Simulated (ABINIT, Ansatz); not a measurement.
## MgH2 (P4_2/mnm): G0W0 with ABINIT, start to end

Wanted: ground state, empty states, screening and self-energy for MgH2 (P4_2/mnm).

Calculated with ABINIT 10.8.3; PBE and many-body steps on it, plane waves.

**Experimental background.**

- Gap 5.6 ± 0.1 eV: optical band gap from transmission onset (total and diffuse); optical transmission and ellipsometry; 300 K; film (polycrystalline Pd-capped film on quartz, hydrogenated at 100 bar and 100 C, measured in 1 bar H2) (“Optical properties of MgH2 measured in situ in a novel gas cell for ellipsometry/spectrophotometry”, 2003, arxiv:cond-mat/0305418).

## Step 1: Set-up

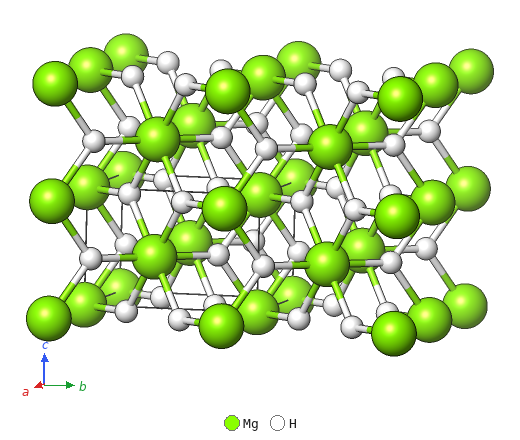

The cell as given, slightly off an axis (magnesium green, hydrogen white). 2×2×2 cells are drawn. Some periodic images of atoms are drawn too.

The cell and positions come from the Crystallography Open Database and are kept as given unless a step says otherwise.

## Step 2: Ground state

This step: ABINIT 10.8.3; DFT, PBE, plane waves, norm-conserving pseudopotentials.

The ground-state density comes first.

File run.abi:

```
acell 3*1.0 Angstrom
rprim 
  4.516800000000 0.000000000000 0.000000000000
  0.000000000000 4.516800000000 0.000000000000
  0.000000000000 0.000000000000 3.020500000000
ntypat 2
znucl 12 1
natom 6
typat 1 1 2 2 2 2
xred 
  0.000000000000 0.000000000000 0.000000000000
  0.500000000000 0.500000000000 0.500000000000
  0.306000000000 0.306000000000 0.000000000000
  0.194000000000 0.806000000000 0.500000000000
  0.694000000000 0.694000000000 0.000000000000
  0.806000000000 0.194000000000 0.500000000000
pp_dirpath "pseudos"
pseudos "Mg.upf, H.upf"
ecut 38
ngkpt 4 4 6
nshiftk 1
shiftk 0 0 0
kptopt 1
chksymbreak 0
nband 19
occopt 1
tolvrs 1e-10
nstep 60
prtwf 0
optforces 0
optstress 0
indata_prefix "in"
outdata_prefix "out"
tmpdata_prefix "tmp"
```

The run is started by

```bash
$ OMP_NUM_THREADS=1 mpirun -n 8 abinit run.abi > log
```

Numbers of over 12 decimals in the logs are rounded to 6 here.

The program printed:

```text
.Version 10.8.3 of ABINIT. v10.8.2 released Aug 2026.

 Symmetries : space group P4_2/m n m (#136); Bravais tP (primitive tetrag.)
================================================================================
 Values of the parameters that define the memory need of the present run
     intxc =       0    ionmov =       0      iscf =       7    lmnmax =       4
     lnmax =       4     mgfft =      48  mpssoang =       2    mqgrid =    3001
     natom =       6  nloc_mem =       1    nspden =       1   nspinor =       1
    nsppol =       1      nsym =      16    n1xccc =       0    ntypat =       2
    occopt =       1   xclevel =       2
-    mband =          19        mffmem =           1         mkmem =           3
       mpw =        4668          nfft =       73728          nkpt =          24
================================================================================
  Rough estimation (10% accuracy) of disk space for files :
================================================================================

--------------------------------------------------------------------------------
------------- Echo of variables that govern the present computation ------------
--------------------------------------------------------------------------------
 -outvars: echo values of preprocessed input variables --------
            acell      1.8897261259E+00  1.8897261259E+00  1.8897261259E+00 Bohr

      chksymbreak           0
             ecut      3.80000000E+01 Hartree
-          fftalg         312

              ixc     -101130
              kpt      0.00000000E+00  0.00000000E+00  0.00000000E+00
                       2.50000000E-01  0.00000000E+00  0.00000000E+00
                       5.00000000E-01  0.00000000E+00  0.00000000E+00
                       2.50000000E-01  2.50000000E-01  0.00000000E+00
                       5.00000000E-01  2.50000000E-01  0.00000000E+00
                       5.00000000E-01  5.00000000E-01  0.00000000E+00
                       0.00000000E+00  0.00000000E+00  1.66666667E-01
                       2.50000000E-01  0.00000000E+00  1.66666667E-01
                       5.00000000E-01  0.00000000E+00  1.66666667E-01
   [... 13 further rows ...]
                       5.00000000E-01  2.50000000E-01  5.00000000E-01
                       5.00000000E-01  5.00000000E-01  5.00000000E-01
         kptrlatt        4    0    0      0    4    0      0    0    6
          kptrlen      3.41420599E+01
P           mkmem           3
            natom           6
            nband          19
            ngfft          48      48      32
             nkpt          24
            nstep          60
             nsym          16
           ntypat           2
              occ      2.000000  2.000000  2.000000  2.000000  2.000000  2.000000
                       2.000000  2.000000  2.000000  2.000000  2.000000  2.000000
                       0.000000  0.000000  0.000000  0.000000  0.000000  0.000000
                       0.000000
        optforces           0
        optstress           0
            prtwf           0
            rprim      4.5168000000E+00  0.0000000000E+00  0.0000000000E+00
[...]
spgroup         136

           tolvrs      1.00000000E-10

             xred      0.0000000000E+00  0.0000000000E+00  0.0000000000E+00
[...]
znucl       12.00000    1.00000

================================================================================

 chkinp: Checking input parameters for consistency.

================================================================================
== DATASET  1 ==================================================================
-   mpi_nproc: 8, omp_nthreads: 1 (-1 if OMP is not activated)

--- !DatasetInfo
iteration_state: {dtset: 1, }
dimensions: {natom: 6, nkpt: 24, mband: 19, nsppol: 1, nspinor: 1, nspden: 1, mpw: 4668, }
cutoff_energies: {ecut:  38.0, pawecutdg:  -1.0, }
electrons: {nelect:   2.40000000E+01, charge:   0.00000000E+00, occopt:   1.00000000E+00, tsmear:   1.00000000E-02, }

 Real(R)+Recip(G) space primitive vectors, cartesian coordinates (Bohr,Bohr^-1):
 R(1)=  8.5355150  0.0000000  0.0000000  G(1)=  0.1171575  0.0000000  0.0000000
 R(2)=  0.0000000  8.5355150  0.0000000  G(2)=  0.0000000  0.1171575  0.0000000
 R(3)=  0.0000000  0.0000000  5.7079178  G(3)=  0.0000000  0.0000000  0.1751952
 Unit cell volume ucvol=  4.1585044E+02 bohr^3
 Angles (23,13,12)=  9.00000000E+01  9.00000000E+01  9.00000000E+01 degrees

 getcut: wavevector=  0.0000  0.0000  0.0000  ngfft=  48  48  32
         ecut(hartree)=     38.000   => boxcut(ratio)=   2.02030

--- Pseudopotential description ------------------------------------------------
- Mg Generated using ONCVPSP code by D. R. Hamann
- 12.00000  10.00000  171031                  znucl, zion, pspdat
12 -101130 1 -1 1510                          pspcod,pspxc,lmax,lloc,mmax
     nproj     2     2
  pspatm : epsatm=    9.22893308
         --- l  ekb(1:nproj) -->
[...]
pspatm: atomic psp has been read  and splines computed

- H Generated using ONCVPSP code by D. R. Hamann
-  1.00000   1.00000  171031                  znucl, zion, pspdat
12 -101130 1 -1 1166                          pspcod,pspxc,lmax,lloc,mmax
     nproj     2     1
  pspatm : epsatm=    0.36186929
         --- l  ekb(1:nproj) -->
[...]
1   -0.503321
 pspatm: atomic psp has been read  and splines computed

   4.77728240E+02                                ecore*ucvol(ha*bohr**3)
--------------------------------------------------------------------------------

_setup2: Arith. and geom. avg. npw (full set) are    4651.323    4651.297

================================================================================

--- !BeginCycle
iteration_state: {dtset: 1, }
solver: {iscf: 7, nstep: 60, nline: 4, wfoptalg: 0, }
tolerances: {tolvrs: 1.00E-10, }

     iter   Etot(hartree)      deltaE(h)  residm     vres2
 ETOT  1  -121.10496871030    -1.211E+02 8.748E-02 8.234E+01
 ETOT  2  -121.16415145625    -5.918E-02 1.136E-03 1.163E+00
 ETOT  3  -121.16426221895    -1.108E-04 1.738E-03 7.775E-02
 ETOT  4  -121.16426658867    -4.370E-06 2.658E-04 8.957E-03
 ETOT  5  -121.16426743787    -8.492E-07 2.359E-04 5.197E-04
 ETOT  6  -121.16426752583    -8.796E-08 6.163E-05 1.664E-05
 ETOT  7  -121.16426752711    -1.287E-09 2.916E-05 1.597E-07
 ETOT  8  -121.16426752713    -1.440E-11 2.844E-05 1.695E-09
 ETOT  9  -121.16426752713    -4.022E-12 5.595E-06 1.618E-11

 At SCF step    9       vres2   =  1.62E-11 < tolvrs=  1.00E-10 =>converged.

--- !ResultsGS
iteration_state: {dtset: 1, }
comment   : Summary of ground state results
lattice_vectors:
- [  8.5355150,   0.0000000,   0.0000000, ]
- [  0.0000000,   8.5355150,   0.0000000, ]
- [  0.0000000,   0.0000000,   5.7079178, ]
lattice_lengths: [   8.53551,    8.53551,    5.70792, ]
lattice_angles: [ 90.000,  90.000,  90.000, ] # degrees, (23, 13, 12)
lattice_volume:   4.1585044E+02
convergence: {deltae: -4.022E-12, res2:  1.618E-11, residm:  5.595E-06, diffor:  0.000E+00, }
etotal    :  -1.21164268E+02
entropy   :   0.00000000E+00
fermie    :   1.47601763E-02
cartesian_stress_tensor: null
pressure_GPa: null
xred      :
- [  0.0000E+00,   0.0000E+00,   0.0000E+00, Mg]
- [  5.0000E-01,   5.0000E-01,   5.0000E-01, Mg]
- [  3.0600E-01,   3.0600E-01,   0.0000E+00,  H]
- [  1.9400E-01,   8.0600E-01,   5.0000E-01,  H]
- [  6.9400E-01,   6.9400E-01,   0.0000E+00,  H]
- [  8.0600E-01,   1.9400E-01,   5.0000E-01,  H]
cartesian_forces: null
force_length_stats: {min: null, max: null, mean: null, }

 Integrated electronic density in atomic spheres:
 ------------------------------------------------
 Atom  Sphere_radius  Integrated_density
[...]
================================================================================

 ----iterations are completed or convergence reached----

 Mean square residual over all n,k,spin=   23.315E-09; max=  55.950E-07
 reduced coordinates (array xred) for    6 atoms
[...]
0.306000000000      0.306000000000      0.000000000000
       0.194000000000      0.806000000000      0.500000000000
       0.694000000000      0.694000000000      0.000000000000
       0.806000000000      0.194000000000      0.500000000000
 rms dE/dt=  0.0000E+00; max dE/dt=  0.0000E+00; dE/dt below (all hartree)
    1       0.000000000000      0.000000000000      0.000000000000
    2       0.000000000000      0.000000000000      0.000000000000
    3       0.000000000000      0.000000000000      0.000000000000
    4       0.000000000000      0.000000000000      0.000000000000
    5       0.000000000000      0.000000000000      0.000000000000
    6       0.000000000000      0.000000000000      0.000000000000

 cartesian coordinates (angstrom) at end:
    1      0.000000     0.000000     0.000000
    2      2.258400     2.258400     1.510250
    3      1.382141     1.382141     0.000000
    4      0.876259     3.640541     1.510250
    5      3.134659     3.134659     0.000000
    6      3.640541     0.876259     1.510250
 length scales=  1.889726125908  1.889726125908  1.889726125908 bohr
              =  1.000000000000  1.000000000000  1.000000000000 angstroms
 prteigrs : about to open file out_EIG
 Fermi (or HOMO) energy (hartree) =   0.01476   Average Vxc (hartree)=  -0.31489
 Eigenvalues (hartree) for nkpt=  24  k points:
 kpt#   1, nband= 19, wtk=  0.01042, kpt=  0.0000  0.0000  0.0000 (reduced coord)
  -2.69046   -2.69043   -1.46976   -1.46976   -1.46897   -1.46897   -1.46813   -1.46805
  -0.21923   -0.03593   -0.03593   -0.00142    0.19137    0.20386    0.35151    0.35151
   0.41956    0.42899    0.46543
 prteigrs : prtvol=0 or 1, do not print more k-points.

--- !EnergyTerms
iteration_state     : {dtset: 1, }
comment             : Components of total free energy in Hartree
kinetic             :  7.02439995745268E+01
hartree             :  4.64210663204228E+01
xc                  : -1.73208382187429E+01
Ewald energy        : -5.21522509190408E+01
psp_core            :  1.14879821193361E+00
local_psp           : -1.32969698070082E+02
non_local_psp       : -3.65353444261486E+01
total_energy        : -1.21164267527131E+02
total_energy_eV     : -3.29704768289214E+03
band_energy         : -2.88999137456687E+01

== END DATASET(S) ==============================================================
================================================================================

 -outvars: echo values of variables after computation  --------
           etotal     -1.2116426753E+02
            nband          19
             nkpt          24
          spgroup         136
 [... the other variables as echoed above ...]

 Calculation completed.
```

Elapsed: 7.6 s, on 8 MPI ranks of Arm Neoverse V1, shared host; peak memory 0.57 GiB; 60 s of CPU time.

This step gave:

```
total energy               : -3297.0477 eV
gap                        : 3.895 eV
k of the valence top       : 0.25, 0, 0
k of the conduction bottom : 0.5, 0.5, 0.5
least direct gap           : 4.666 eV
```

The gap is indirect, with the least direct gap 0.77 eV higher.

[end of part 1 of 3]

[Paths, hosts, dates, memory and timing lines, banners, echoed tables and standing remarks are left out of the program output.]

[Logs are printed without paths, hosts, clocks, repeated set-up lines and the standing remarks that a program may print on its own settings, such as how far it seeks lower states.]

[Runs of the session that timed out or met a known fault of the program may be left out.]

[Hosts, paths, dates, database ids (printed as entryN), source tags and the programs' standing remarks are cut or masked in the printed files.]

[G0W0 gaps are taken among the corrected bands and points alone; a level outside them can change the order at an edge.]

[Where Ansatz stands beside ABINIT at settings called matched, ABINIT's density can come from a denser mesh and the files from another edition; pairs whose starting gaps differed by over 0.03 eV were left out, so agreement reads better than it is.]
